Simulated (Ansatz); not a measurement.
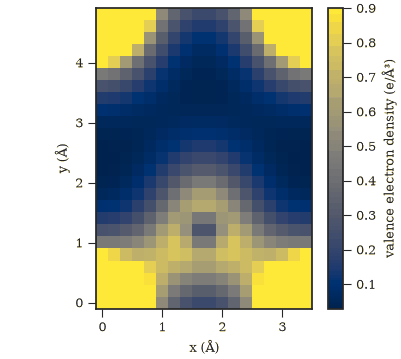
Fig. 1. Valence electron density (e/Å³), cut off at 0.9 on a lattice plane, DFT-PBE in the program Ansatz with PAW potentials

Task: Which of these materials gives this?
(A) InSb, zinc blende
(B) BAs, zinc blende
(C) P, black phosphorus
(D) HgTe, zinc blende

Result: B, BAs, zinc blende. Atoms in the plane, in fractions of its two edges: As at (0.00, 0.00), B at (0.50, 0.25).

The density is the valence pseudo-density with augmentation charge, so density and ELF within about 1 Å of a nucleus are not all-electron values.

Space group F-43m (zinc blende). The PBE relaxation kept the symmetry of its start; phonons on a q-mesh show no instability.

Potentials: the later of the program's two PAW sets.
